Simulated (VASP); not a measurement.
Band structure of ZnF$_{2}$ (space group I4_1/amd). Method: PBE GGA, VASP's PBE PAW potentials (set 64) (plane waves; VASP).

The path is coarsely sampled, so an indirect gap can come out somewhat too large.

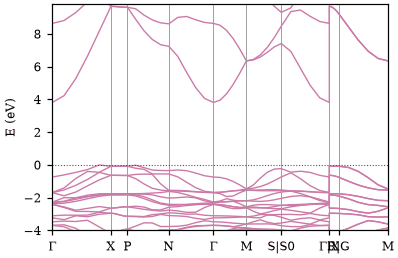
Fig. 1. Bands along high-symmetry lines, zero at the valence-band maximum or, without a gap, the Fermi level

Task: Read the plot: is there a gap, and where are the band edges?

Result: The gap is indirect, 3.82 eV, from the valence maximum at Γ-X at 0.80 to the conduction minimum at Γ.

The structure was generated: ZnF2 was put into an ordered model structure, which need not be its known phase. The cell was not relaxed at this level. The k-mesh is coarse (spacing up to 0.47 per Å, 2π included), so the numbers may not be converged in it.
